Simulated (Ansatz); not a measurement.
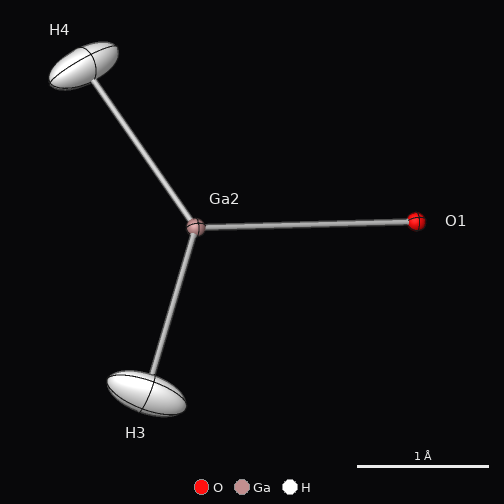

Displacement ellipsoids at the 50 % level, from the internal vibrations of the free molecule (harmonic, no overall translation or rotation; no half-axis is drawn under 0.075 Å). State: neutral, doublet. Vibrations computed with UKS PBE0-D4/def2-TZVP (Ansatz 0.2.0). Temperature: 400 K.

### Which atom moves most?

H3, H4, with U_eq = 0.0228 Å².

### Does H4 move more along its bond or across it?

Across it: the root-mean-square amplitude is 0.091 Å along the bond and up to 0.210 Å across, since bending and torsion are softer than stretching.

List U_eq and the three principal root-mean-square amplitudes for each kind of atom.

| atom | U_eq (Å²) | rms amplitudes (Å) |
| --- | --- | --- |
| O1 | 0.00065 | 0.006, 0.019, 0.039 |
| Ga2 | 0.00005 | 0.005, 0.007, 0.010 |
| H3, H4 | 0.0228 | 0.091, 0.127, 0.210 |
